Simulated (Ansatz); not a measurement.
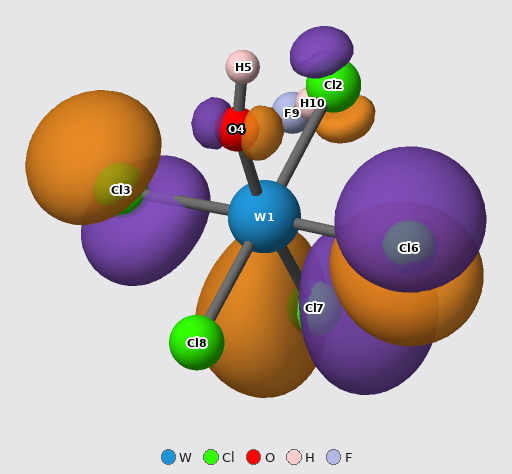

Figure 1: Cl5HOW···HF. The HOMO−1 at ±0.08 Å⁻³ᐟ² (orange and purple are the two phases), seen at an oblique angle.

Core potentials replace the inner electrons of W.

The calculation used RHF/def2-SVP (Ansatz).

```yaml
atoms:
  - { symbol: W, position_ang: [-0.2367, 0.1819, -0.5224] }
  - { symbol: Cl, position_ang: [0.0324, 0.1109, 1.8495] }
  - { symbol: Cl, position_ang: [2.0549, 0.2917, -0.7801] }
  - { symbol: O, position_ang: [-0.3587, 1.9656, -0.2787] }
  - { symbol: H, position_ang: [-0.4390, 2.7306, 0.2793] }
  - { symbol: Cl, position_ang: [-2.5346, -0.0185, -0.2837] }
  - { symbol: Cl, position_ang: [-0.1012, -2.1136, -0.4469] }
  - { symbol: Cl, position_ang: [-0.4731, 0.2515, -2.7980] }
  - { symbol: F, position_ang: [2.2655, -2.3703, 2.6311] }
  - { symbol: H, position_ang: [1.6023, -1.7674, 2.5239] }
```

**Where does this orbital lie, and at what energy?**

Its weight (Hirshfeld) is mainly on Cl7 (about 50 %), Cl6 (about 25 %) and Cl3 (about 20 %); largely a combination of lone pairs on Cl7, Cl6 and Cl3. Its energy is −12.52 eV.
